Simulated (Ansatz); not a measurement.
```yaml
crystal:
  periodic: [false, false, false]
  atoms:
    - {symbol: C, position_ang: [-0.068555, 0.869222, -0.131319]}
    - {symbol: C, position_ang: [0.046407, -0.362025, 0.044225]}
    - {symbol: Na, position_ang: [0.249892, -2.542654, 0.355341]}
    - {symbol: H, position_ang: [-0.167282, 1.921919, -0.281069]}
basis:
  gaussian: {orbitals: def2-TZVPP}
hamiltonian: {xc: r2scan, dispersion: d4}
```

Geometry: relaxed with PBE0-D4/def2-TZVP with one coordinate held away from its value at the minimum.

What structure does this define?

The molecule is C2HNa. Its SMILES string is `C#[C][Na]`. Among its groups: alkyne. All atoms lie on one line. Coordination: 2 C linear.

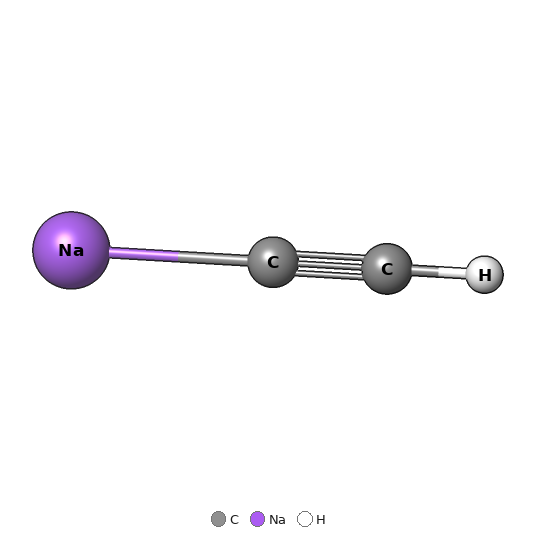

Source: calculation with Ansatz.
